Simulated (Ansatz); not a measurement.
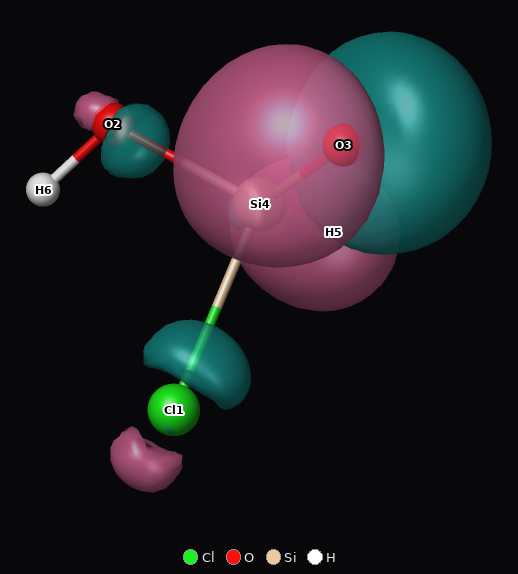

ClH$_{2}$O$_{2}$Si (charge −1). The HOMO at ±0.1 Å⁻³ᐟ² (teal and pink are the two phases), seen at a tilt.

Geometry: PBE0-D3(BJ)/def2-SVPD.

Method: Ansatz 0.2.0, isolated molecule in a Gaussian basis; Kohn-Sham density functional theory, functional PBE0.

```xyz
6

Cl   -1.8297   -0.5938    0.1026
O     1.0240   -0.1797    0.8252
O     0.3269    1.0917   -1.5765
Si   -0.0672    0.7331   -0.1117
H    -0.5183    1.8479    0.7883
H     0.5580   -0.8454    1.3371
```

Q: Describe this orbital and give its energy.

A: Its weight (Hirshfeld) is mainly on O3 (about 75 %) and Si4 (about 15 %); largely a lone pair of O3. Its energy is −2.36 eV.
